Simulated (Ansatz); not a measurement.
System: BF₂H···HF.

The calculation's input:

```
crystal:
  periodic: [false, false, false]
  atoms:
    - {symbol: B, position_ang: [-0.395734, 0.013518, -0.828897]}
    - {symbol: F, position_ang: [0.628660, -0.323340, 1.507561]}
    - {symbol: F, position_ang: [0.358509, -0.916816, -1.370775]}
    - {symbol: F, position_ang: [-1.601617, -0.319564, -0.425243]}
    - {symbol: H, position_ang: [1.040994, 0.398326, 1.906076]}
    - {symbol: H, position_ang: [-0.030713, 1.147876, -0.788722]}
basis:
  gaussian: {orbitals: def2-TZVPP}
hamiltonian: {xc: pbe0, dispersion: d4}
output: {orbitals: {seedname: orbitals}}
```

Run with:

```sh
ansatz run in.yaml --threads 2 --pin off --events-out ev --progress --plain --max-ram 4352MiB
```

The product side of a reaction path; geometry: PBE0-D4/def2-TZVP.

All numbers below come from RKS PBE0-D4/def2-TZVPP (Ansatz).

### Predict the electron density and electron localisation function between the atoms.

B–F (1.31 Å): ρ is about 2.3 e/Å³ halfway; the ELF peaks at about 0.85 between the atoms: a shared but strongly polarised pair.
B–H (1.19 Å): ρ at the midpoint is about 1.4 e/Å³; the ELF climbs to about 1 towards the hydrogen, as it does in any bond to H; an ordinary covalent bond to hydrogen.

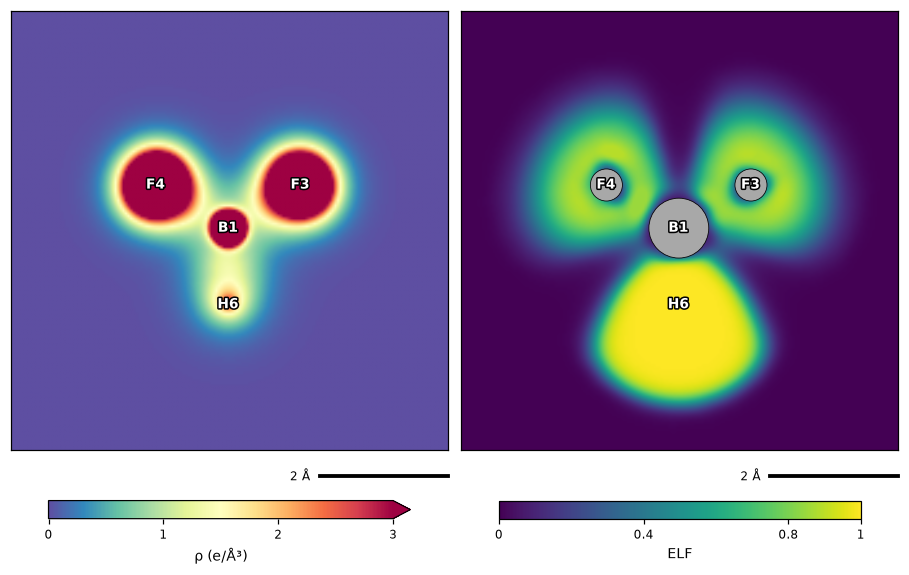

Computed electron density and electron localisation function on the plane of atoms F4, B1 and H6, in this order. Grey discs cover the atomic cores in the ELF map. 
